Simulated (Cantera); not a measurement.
A closed system holds: 1 mol Si, 5.5 mol NF3, 25 mol H2, equilibrated at 1525 K.

Method: chemical equilibrium by Gibbs-energy minimisation in Cantera with the NASA 1993 tables (ideal gas, pure condensed phases). Candidate condensed phases: Si, Si3N4; 37 gas species. The tables' values for SiF3, SiF2 are old estimates; treat these amounts as uncertain. The numbers say what is thermodynamically allowed, not how fast it happens.

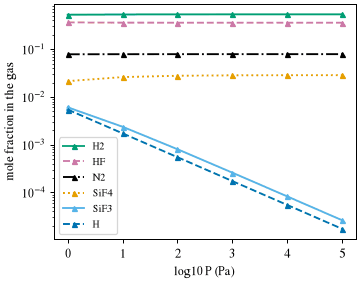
Figure: Equilibrium gas composition (values under 1e-9 drawn at 1e-9)

Q: Read off the mole fractions at 10.0 Pa.

A: H2 about 0.53, HF about 0.36, N2 about 0.078, SiF4 about 0.026, SiF3 about 0.0024, H about 0.0017.
